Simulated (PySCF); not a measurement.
**C₆H₁₅BS: NMR shifts in solvents**

Aim: compute the NMR shifts of C₆H₁₅BS (`C=CC[BH2-][S@+](C)CC`), and see what a dielectric continuum does where one was used.

The runs use PySCF 2.14.0, with density-fitted response routines of our own; the level of theory stands in each step. All values are computed, except where a source is named. Atoms count from 0, in the outputs and in this text.

### Step 1. Starting geometry

23 atoms, charge 0, multiplicity 1; geometry from: GFN2-xTB. The atoms were then displaced at random by about 0.01 Å, so the start is not that level's minimum.

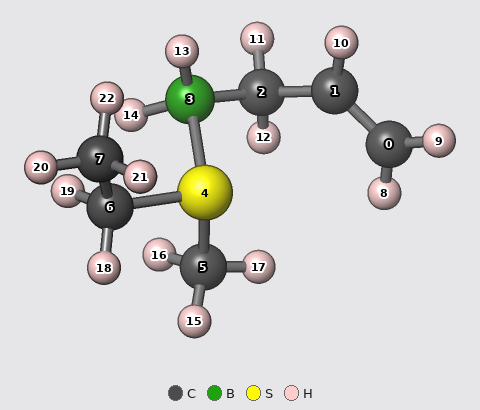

The starting geometry (carbon dark grey, boron green, sulfur yellow, hydrogen pink), atoms numbered; sticks join atoms by distance.

### Step 2. Optimising the geometry at PBE0-D3(BJ)/def2-SVP

Job settings and geometry (Å):

```
{"job": {"xc": "PBE0", "basis": "def2-SVP", "d3": "d3bj", "grid": 1, "shake": 0.01, "kind": "geom"}, "charge": 0, "multiplicity": 1}
C      3.134160    -0.442090     0.754840
C      2.591710     0.289610    -0.240200
C      1.690450    -0.237060    -1.316370
B      0.232170     0.369530    -1.217850
S     -0.461390    -0.018100     0.631000
C     -0.533640    -1.822030     0.614610
C     -2.245580     0.326310     0.447150
C     -2.517650     1.809060     0.653460
H      2.957470    -1.477000     0.848080
H      3.723700     0.022080     1.529330
H      2.773890     1.357700    -0.272030
H      2.120140     0.065570    -2.272050
H      1.692100    -1.317730    -1.292740
H      0.131380     1.554330    -1.269890
H     -0.590430    -0.206970    -1.909670
H     -1.158470    -2.159090     1.439360
H     -0.910790    -2.153840    -0.342760
H      0.476390    -2.175340     0.763440
H     -2.777270    -0.285150     1.191100
H     -2.567130     0.022330    -0.551140
H     -3.610460     2.005220     0.516220
H     -2.235260     2.085970     1.652660
H     -1.967820     2.410250    -0.080780
```

Run with:

```sh
> OMP_NUM_THREADS=1 python probes_run.py task.json out
```

This one command runs all jobs of the session in turn.

Log:

```text
step   0  E = -659.91288451  max force = 0.036503
step   1  E = -659.91823518  max force = 0.008445
step   2  E = -659.91866813  max force = 0.001931
step   3  E = -659.91874588  max force = 0.003951
step   4  E = -659.91901422  max force = 0.002839
step   5  E = -659.91921882  max force = 0.001871
step   6  E = -659.91933444  max force = 0.001459
step   7  E = -659.91938227  max force = 0.000785
step   8  E = -659.91940245  max force = 0.000316
step   9  E = -659.91941838  max force = 0.000515
step  10  E = -659.91942734  max force = 0.000395
optimisation converged
```

Wall time 3.9 min (1 thread of Arm Neoverse V1, shared host); peak memory 0.88 GiB.

Step by step:

```
step  energy from step 0 (eV)  largest force component (eV/Å)
   0                   0.0000                          1.8771
   1                  -0.1456                          0.4343
   2                  -0.1574                          0.0993
   3                  -0.1595                          0.2032
   4                  -0.1668                          0.1460
   5                  -0.1724                          0.0962
   6                  -0.1755                          0.0750
   7                  -0.1768                          0.0404
   8                  -0.1774                          0.0162
   9                  -0.1778                          0.0265
  10                  -0.1780                          0.0203
```

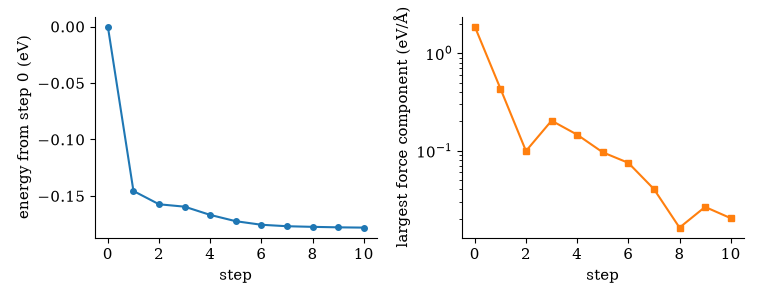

Energy and force, step by step.

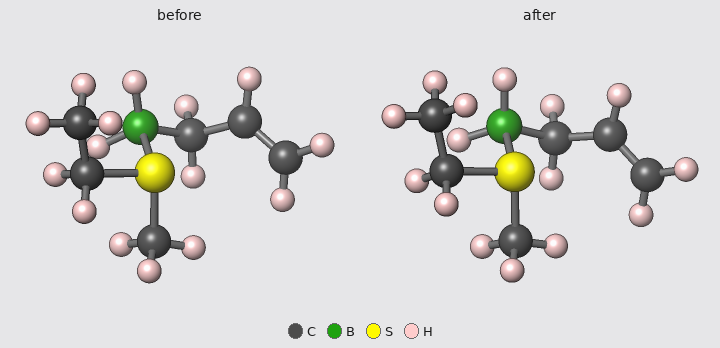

The geometry before (left) and after (right).

Close pairs (by a distance rule), those that changed most:

```
  bond  before (Å)  after (Å)  change (Å)
 C0–H8       1.054      1.096      +0.042
 C2–B3       1.582      1.620      +0.038
B3–H13       1.190      1.224      +0.034
 B3–S4       2.012      1.984      -0.029
C7–H21       1.075      1.100      +0.025
C2–H12       1.081      1.104      +0.023
C7–H20       1.119      1.100      -0.019
C5–H16       1.081      1.099      +0.018
```

The next job starts from the end point, and lists it.

```
                         at the end point                value
  point group (found at 0.08 Å tolerance)                   C1
rotational constants (GHz, main isotopes)  2.858, 0.914, 0.822
                        dipole moment (D)                 4.31
```

### Step 3. Shielding tensors: PBE0/pcSseg-1 in acetonitrile

Job settings and geometry (Å):

```
{"job": {"kind": "nmr", "xc": "PBE0", "basis": "pcSseg-1", "solvent": "acetonitrile", "pop": true}, "charge": 0, "multiplicity": 1}
C      3.102954    -0.825964     0.808632
C      2.578660     0.062965    -0.043276
C      1.711241    -0.240941    -1.215627
B      0.254246     0.464493    -1.141405
S     -0.511559     0.068835     0.645245
C     -0.567256    -1.726180     0.690996
C     -2.274675     0.437507     0.416328
C     -2.510747     1.932277     0.336502
H      2.974416    -1.903636     0.656294
H      3.694685    -0.516022     1.674228
H      2.754366     1.129920     0.151931
H      2.173135     0.164387    -2.135058
H      1.642006    -1.332599    -1.363259
H      0.293108     1.688017    -1.117075
H     -0.583803     0.015483    -1.917230
H     -1.175269    -2.055377     1.544504
H     -0.968808    -2.114380    -0.255535
H      0.468233    -2.063586     0.826787
H     -2.800253    -0.009344     1.274819
H     -2.594627    -0.073562    -0.504888
H     -3.586935     2.130757     0.223735
H     -2.163224     2.443347     1.246552
H     -1.988405     2.368695    -0.526143
```

With the program's defaults for keys left out, this is: GIAO PBE0/pcSseg-1 NMR shielding, non-relativistic, IEF-PCM acetonitrile.

Log:

```text
coarse grid: 18528 points
cycle   1  E = -660.0481004707  dE =  5.148e-01  |g| = 4.749e-01  |ddm| = 4.045e+00
cycle   2  E = -660.0461246713  dE =  1.976e-03  |g| = 4.959e-01  |ddm| = 9.386e-01
cycle   3  E = -660.1148424286  dE = -6.872e-02  |g| = 4.858e-02  |ddm| = 4.909e-01
cycle   4  E = -660.1151722548  dE = -3.298e-04  |g| = 3.211e-02  |ddm| = 6.166e-02
cycle   5  E = -660.1154219784  dE = -2.497e-04  |g| = 7.271e-03  |ddm| = 2.732e-02
cycle   6  E = -660.1154348960  dE = -1.292e-05  |g| = 1.726e-03  |ddm| = 6.807e-03
cycle   7  E = -660.1154355959  dE = -6.999e-07  |g| = 2.914e-04  |ddm| = 1.510e-03
final grid: 170784 points
cycle   8  E = -660.1665429325  dE = -5.009e-05  |g| = 1.035e-02  |ddm| = 3.836e-02
cycle   9  E = -660.1665359468  dE =  6.986e-06  |g| = 1.175e-02  |ddm| = 1.811e-02
cycle  10  E = -660.1665709908  dE = -3.504e-05  |g| = 7.581e-04  |ddm| = 9.653e-03
cycle  11  E = -660.1665711199  dE = -1.291e-07  |g| = 2.703e-04  |ddm| = 7.289e-04
cycle  12  E = -660.1665711369  dE = -1.702e-08  |g| = 9.046e-05  |ddm| = 2.692e-04
cycle  13  E = -660.1665711389  dE = -2.046e-09  |g| = 2.149e-05  |ddm| = 9.814e-05
cycle  14  E = -660.1665711391  dE = -1.226e-10  |g| = 3.672e-06  |ddm| = 2.545e-05
converged SCF energy = -660.1665711391

GIAO shielding tensors (ppm)
atom      isotropic    diamagn.    paramagn.     s11        s22        s33       span
  0 C       69.248     255.319    -186.070    -40.352     94.437    153.661    194.013
  1 C       29.212     258.635    -229.423    -97.062     28.630    156.067    253.129
  2 C      159.972     250.280     -90.308    141.002    155.406    183.508     42.506
  3 B      116.945     191.773     -74.829     97.975    119.285    133.574     35.598
  4 S      509.958    1062.053    -552.096    402.607    455.382    671.884    269.277
  5 C      161.984     256.378     -94.394    146.188    153.804    185.961     39.772
  6 C      142.828     255.373    -112.545    118.011    138.505    171.969     53.958
  7 C      172.918     247.220     -74.302    161.943    171.201    185.610     23.667
  8 H       26.152      31.345      -5.194     22.376     25.603     30.475      8.099
  9 H       26.271      29.167      -2.895     23.075     25.207     30.531      7.456
 10 H       25.039      32.324      -7.285     22.006     24.950     28.161      6.155
 11 H       29.575      29.970      -0.395     25.545     27.002     36.177     10.632
 12 H       29.750      33.585      -3.834     27.342     28.861     33.048      5.706
 13 H       28.944      33.475      -4.531     24.792     29.302     32.738      7.946
 14 H       29.629      33.414      -3.785     25.949     30.056     32.882      6.933
 15 H       29.083      31.216      -2.133     23.868     26.235     37.145     13.277
 16 H       29.470      32.538      -3.068     25.630     26.812     35.968     10.338
 17 H       28.829      33.680      -4.851     22.383     27.980     36.123     13.740
 18 H       28.540      31.654      -3.114     22.762     27.648     35.211     12.449
 19 H       28.912      32.913      -4.001     24.254     28.653     33.830      9.576
 20 H       29.841      26.209       3.632     24.881     26.526     38.117     13.236
 21 H       30.247      29.472       0.775     25.579     28.381     36.781     11.202
 22 H       29.808      30.262      -0.454     24.080     30.395     34.948     10.868
```

Run time: 50 s. Hardware: 1 thread of Arm Neoverse V1, shared host; peak memory 1.1 GiB.

The references, computed at this level on geometries of the same kind, shield at (ppm): 1H TMS 31.24, 13C TMS 185.5, 11B BF3·OEt2 101.4, 33S CS2 495. Their shielding less the atom's gives the shift. The references are single molecules in the same continuum. Atoms listed in one row are averaged.

```
        atoms                                 environment  σ (ppm)  δ (ppm)
           C1                                   alkene CH     29.2    156.3
           C0                        terminal =CH2 carbon     69.2    116.2
           C6                         sp3 CH2 bonded to S    142.8     42.6
           C2                 allylic sp3 CH2 bonded to B    160.0     25.5
           C5                   methyl carbon bonded to S    162.0     23.5
           C7                               methyl carbon    172.9     12.6
          H10                    hydrogen on an alkene CH    25.04     6.20
           H8          hydrogen on a terminal =CH2 carbon    26.15     5.09
           H9          hydrogen on a terminal =CH2 carbon    26.27     4.97
          H18          hydrogen on an sp3 CH2 bonded to S    28.54     2.70
          H19          hydrogen on an sp3 CH2 bonded to S    28.91     2.33
          H13          hydrogen on a boron bonded to C, S    28.94     2.30
H15, H16, H17     hydrogen on a methyl carbon bonded to S    29.13     2.11
          H11  hydrogen on an allylic sp3 CH2 bonded to B    29.57     1.67
          H14          hydrogen on a boron bonded to C, S    29.63     1.61
          H12  hydrogen on an allylic sp3 CH2 bonded to B    29.75     1.49
H20, H21, H22                 hydrogen on a methyl carbon    29.97     1.27
           B3                   boron bonded to C, S, 2 H    116.9    -15.6
           S4                     sulfur bonded to 2 C, B      510      -15
```

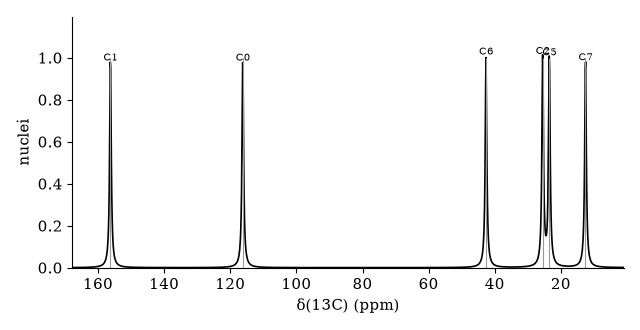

13C lines at the computed shifts, without couplings. Lines are broadened to a width of 0.57 ppm (Lorentzian).

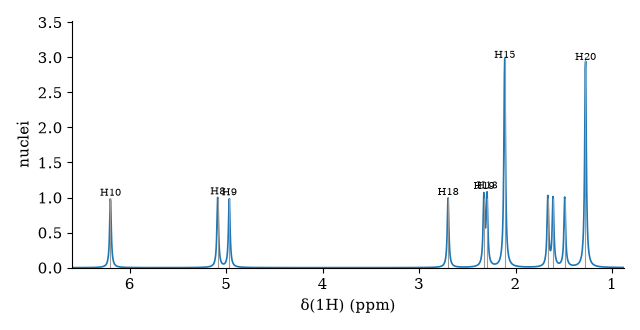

1H lines at the computed shifts, without couplings. Lines are broadened to a width of 0.02 ppm (Lorentzian).

Charges from the same density, by scheme (e):

```
atoms  Mulliken    IAO  Hirshfeld  ESP fit
   C0     -0.23  -0.37      -0.14    -0.57
   C1     -0.28  -0.12      -0.05    -0.08
   C2     -0.36  -0.38      -0.15    -0.32
   B3     -0.05  -0.34      -0.07    -0.08
   S4      0.04   0.52       0.23     0.09
   C5     -0.37  -0.51      -0.09    -0.65
   C6     -0.35  -0.33      -0.05    -0.03
   C7     -0.29  -0.42      -0.11    -0.32
```

ESP fit charges:

C0 -0.57; C1 -0.08; C2 -0.32; B3 -0.08; S4 0.09; C5 -0.65; C6 -0.03; C7 -0.32; H8 0.21; H9 0.20; H10 0.16; H11 0.13; H12 0.13; H13 -0.08; H14 -0.11; H15 0.24; H16 0.23; H17 0.28; H18 0.13; H19 0.12; H20 0.11; H21 0.11; H22 0.11

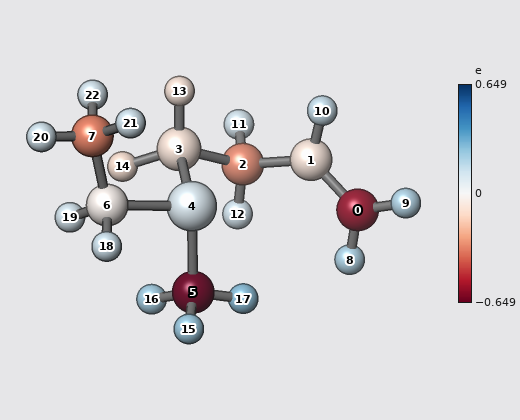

ESP fit charges, as colours on the atoms.

Mayer bond orders: C0–C1 1.95, C1–C2 1.05, C2–B3 0.92, B3–S4 0.63, S4–C5 0.97, S4–C6 0.95, C6–C7 1.05.

### Step 4. NMR shieldings: PBE0/pcSseg-1 in benzene

Same as in step 3 but for these lines:

```diff
@@ -1,2 +1,2 @@
-{"job": {"kind": "nmr", "xc": "PBE0", "basis": "pcSseg-1", "solvent": "acetonitrile", "pop": true}, "charge": 0, "multiplicity": 1}
+{"job": {"kind": "nmr", "xc": "PBE0", "basis": "pcSseg-1", "solvent": "benzene", "pop": false}, "charge": 0, "multiplicity": 1}
 C      3.102954    -0.825964     0.808632
```

With the program's defaults for keys left out, this is: GIAO PBE0/pcSseg-1 NMR shielding, non-relativistic, IEF-PCM benzene.

Log:

```text
coarse grid: 18528 points
cycle   1  E = -660.0394311422  dE =  5.232e-01  |g| = 4.828e-01  |ddm| = 4.045e+00
cycle   2  E = -660.0342703789  dE =  5.161e-03  |g| = 5.150e-01  |ddm| = 1.015e+00
cycle   3  E = -660.1089819996  dE = -7.471e-02  |g| = 5.890e-02  |ddm| = 5.403e-01
cycle   4  E = -660.1095038695  dE = -5.219e-04  |g| = 3.729e-02  |ddm| = 7.408e-02
cycle   5  E = -660.1098457718  dE = -3.419e-04  |g| = 7.951e-03  |ddm| = 3.291e-02
cycle   6  E = -660.1098615324  dE = -1.576e-05  |g| = 1.868e-03  |ddm| = 8.085e-03
cycle   7  E = -660.1098623503  dE = -8.179e-07  |g| = 3.729e-04  |ddm| = 1.743e-03
final grid: 170784 points
cycle   8  E = -660.1609995870  dE = -4.941e-05  |g| = 1.045e-02  |ddm| = 3.832e-02
cycle   9  E = -660.1609915791  dE =  8.008e-06  |g| = 1.198e-02  |ddm| = 1.855e-02
cycle  10  E = -660.1610280678  dE = -3.649e-05  |g| = 8.717e-04  |ddm| = 1.002e-02
cycle  11  E = -660.1610282447  dE = -1.769e-07  |g| = 2.852e-04  |ddm| = 8.587e-04
cycle  12  E = -660.1610282634  dE = -1.878e-08  |g| = 9.821e-05  |ddm| = 2.928e-04
cycle  13  E = -660.1610282659  dE = -2.473e-09  |g| = 2.325e-05  |ddm| = 1.151e-04
cycle  14  E = -660.1610282660  dE = -1.382e-10  |g| = 4.047e-06  |ddm| = 2.696e-05
converged SCF energy = -660.1610282660

GIAO shielding tensors (ppm)
atom      isotropic    diamagn.    paramagn.     s11        s22        s33       span
  0 C       70.262     255.425    -185.164    -38.728     97.155    152.358    191.085
  1 C       28.678     258.554    -229.876    -97.601     27.687    155.948    253.549
  2 C      159.206     250.195     -90.988    140.619    154.129    182.871     42.252
  3 B      116.273     191.945     -75.672     96.899    118.273    133.648     36.748
  4 S      504.732    1061.930    -557.198    398.636    446.209    669.350    270.715
  5 C      161.633     256.334     -94.700    145.624    153.885    185.390     39.765
  6 C      142.866     255.554    -112.689    118.698    138.506    171.393     52.695
  7 C      172.881     246.716     -73.835    161.869    171.320    185.454     23.586
  8 H       26.331      31.511      -5.180     22.526     25.802     30.665      8.139
  9 H       26.378      29.241      -2.863     23.207     25.266     30.662      7.455
 10 H       25.020      32.297      -7.277     21.950     24.953     28.157      6.207
 11 H       29.444      29.838      -0.394     25.454     26.818     36.060     10.605
 12 H       29.837      33.638      -3.801     27.441     28.984     33.087      5.646
 13 H       28.726      33.156      -4.430     24.537     29.056     32.585      8.048
 14 H       29.481      33.191      -3.710     25.716     29.870     32.857      7.141
 15 H       29.367      31.516      -2.149     24.250     26.559     37.292     13.043
 16 H       29.605      32.687      -3.082     25.880     26.946     35.989     10.109
 17 H       28.829      33.749      -4.920     22.395     27.994     36.098     13.703
 18 H       28.832      32.002      -3.169     23.154     27.955     35.388     12.234
 19 H       29.024      33.075      -4.052     24.457     28.767     33.846      9.389
 20 H       29.967      26.288       3.679     25.003     26.701     38.196     13.192
 21 H       30.288      29.451       0.837     25.604     28.434     36.826     11.222
 22 H       29.614      29.994      -0.380     23.846     30.166     34.830     10.984
```

Run time: 46 s. Hardware: 1 thread of Arm Neoverse V1, shared host; peak memory 1.2 GiB.

In short: δ C1 156.2, C0 114.6, C6 42.0, C2 25.7, H10 6.23, H8 4.92 ppm.

### Step 5. Run by run: NMR shifts

Shifts (ppm) of some atoms, chosen among heavy atoms and hydrogens apart, with basis size and wall time:

```
                          run     C0    C6    C7   H18   H13     B3   S4  functions  time
PBE0/pcSseg-1 in acetonitrile  116.2  42.6  12.6  2.70  2.30  -15.6  -15        218  50 s
     PBE0/pcSseg-1 in benzene  114.6  42.0  12.0  2.42  2.53  -15.2   -9        218  46 s
```

The continuum's effect on the ground state:

```
     solvent      ε  polarisation energy (Eh)  μ (D)
     benzene   2.27                   -0.0047   4.98
acetonitrile  35.69                   -0.0120   5.78
```

### Step 6. What came out

| quantity | value |
| --- | --- |
| point group | C1 |
| rotational constants (main isotopes) | 2.86, 0.91, 0.82 GHz |
| 13C shifts against TMS (PBE0/pcSseg-1, acetonitrile) | 156.3, 116.2, 42.6, 25.5, 23.5, 12.6 ppm |
| 1H shifts against TMS (PBE0/pcSseg-1, acetonitrile, means over atoms taken as alike) | 6.20, 5.09, 4.97, 2.70, 2.33, 2.30, 2.11, 1.67, 1.61, 1.49, 1.27 ppm |
| 11B shifts against BF3·OEt2 (PBE0/pcSseg-1, acetonitrile) | -15.6 ppm |
| 33S shifts against CS2 (PBE0/pcSseg-1, acetonitrile) | -15 ppm |
| range of the shift of S4 | -15 to -9 ppm |

In words: Over 10 steps the energy fell by 0.178 eV; of the close pairs, C0–H8 changed most, 1.054 to 1.096 Å. No frequency check was run at this level, so the end point may be a saddle. C1 (alkene CH) lies farthest downfield among carbon, at 156.3 ppm; an sp2 carbon of a C=C bond. The most deshielded hydrogen is H10 (hydrogen on an alkene CH), at 6.20 ppm: a vinylic proton, deshielded by the sp2 carbon and the C=C anisotropy. At PBE0/pcSseg-1: The widest tensor belongs to S4: span 269 ppm, with a paramagnetic part of -552 ppm. Across the 2 runs the shift of S4 moves most, between -15 (PBE0/pcSseg-1 in acetonitrile) and -9 ppm (PBE0/pcSseg-1 in benzene). The continuum holds electrostatics alone: no hydrogen bonds to the solvent, and the gas-phase geometry is kept.
